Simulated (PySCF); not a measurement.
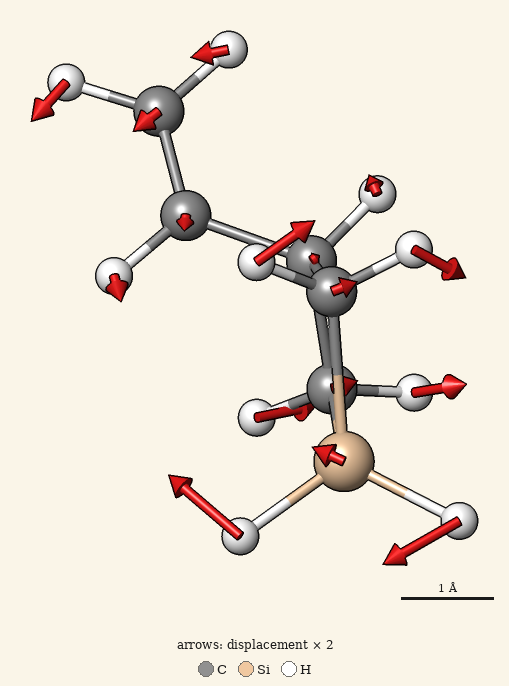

A relaxation of C5H10Si. The starting structure is drawn; red arrows show the displacements, magnified 2 times. The two geometries are superimposed by the best rigid fit.

A ball-and-stick model, seen from a free direction.

The start comes from GFN2-xTB.

All numbers below come from PBE0-D3(BJ)/def2-SVP geometry optimisation, gas phase (PySCF). 

What happened in the run?

After 12 geometry steps the energy has fallen by 0.127 eV. The largest force component goes from 1.2 to 0.012 eV/Å. The largest move after the best rigid fit is that of an H atom, 0.55 Å. Largest moves by element: H 0.55 Å, Si 0.20 Å, C 0.19 Å. Among the contacts that change: H–Si 1.464 → 1.496 Å, C–H 1.078 → 1.095 Å, C–C 1.552 → 1.566 Å, C–Si 1.909 → 1.896 Å. Among the angles between lasting bonds that change: Si–C–H 117.3° → 122.1°, Si–C–H 115.5° → 110.9°, Si–C–H 115.4° → 111.1°. The run took roughly 90 core-seconds on a shared host.
